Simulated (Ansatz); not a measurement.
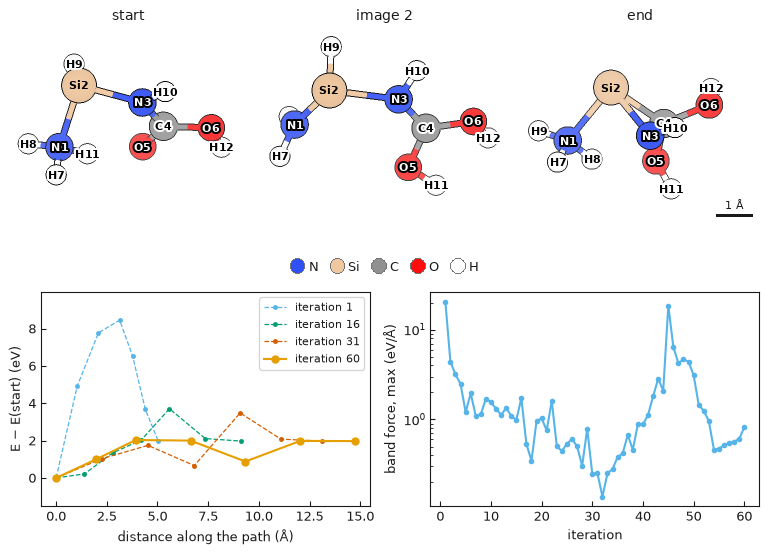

A search for the minimum-energy path of CH6N2O2Si by the nudged elastic band. Images are numbered from 0 (start) to 6 (end). The plot follows the band through its iterations. A ball-and-stick model, seen at a tilt.

Computed with RKS PBE-D4/def2-SVP in Ansatz 0.2.0. Set-up: 5 movable images; climbing image; force threshold 0.03 eV/Å; iteration limit 60; starting path through a guess of the saddle point.

### Judge this run.

The result isn't final. The band hadn't converged when the run stopped after 60 iterations. The largest component of the band force went from 21 to 0.82 eV/Å. The barrier read from it is provisional: over the last two iterations the highest image moved from 2.09 eV to 2.03 eV. The first iteration put the highest image at 8.45 eV. Relative to the start the highest point is image 2 at +2.03 eV and the end lies at +1.97 eV, but the profile dips to +0.88 eV at image 4 on the way, so there may be more than one step; on an unconverged band the side maxima are provisional.
